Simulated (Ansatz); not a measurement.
```json
{"atom": "Cl", "x (Å)": "-1.7968", "y (Å)": "-1.1858", "z (Å)": "0.5069"}
{"atom": "Cl", "x (Å)": "1.2236", "y (Å)": "-1.0491", "z (Å)": "1.7599"}
{"atom": "Cl", "x (Å)": "1.5401", "y (Å)": "-0.5176", "z (Å)": "-1.4542"}
{"atom": "Cl", "x (Å)": "0.3032", "y (Å)": "2.0499", "z (Å)": "1.2487"}
{"atom": "F", "x (Å)": "-0.9166", "y (Å)": "1.0140", "z (Å)": "-1.1790"}
{"atom": "Nb", "x (Å)": "0.0382", "y (Å)": "0.0937", "z (Å)": "0.1318"}
```

Geometry: PBE0-D4/def2-SVP; core potentials replace the inner electrons of Nb.

These are results of isolated molecule in a Gaussian basis; Kohn-Sham density functional theory, functional PBE0 in Ansatz 0.2.0, not measurements.

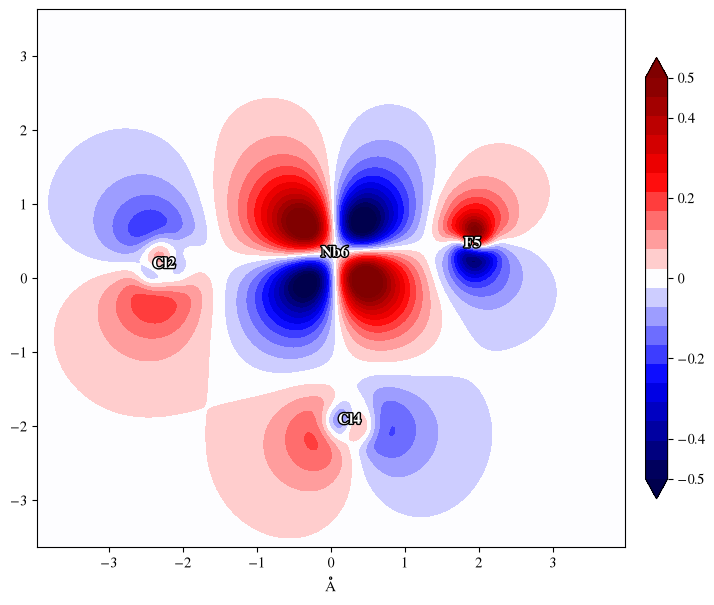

Cl4FNb. The LUMO on the plane of atoms Cl2, Nb6 and Cl4 (values in Å⁻³ᐟ²; the overall sign is arbitrary).

### What is the character of this orbital?

By Hirshfeld shares it lies mainly on Nb6 (about 65 %), Cl2 (about 10 %) and F5 (about 10 %). It is one of a degenerate set, so its orientation is arbitrary. Its energy is −4.22 eV.
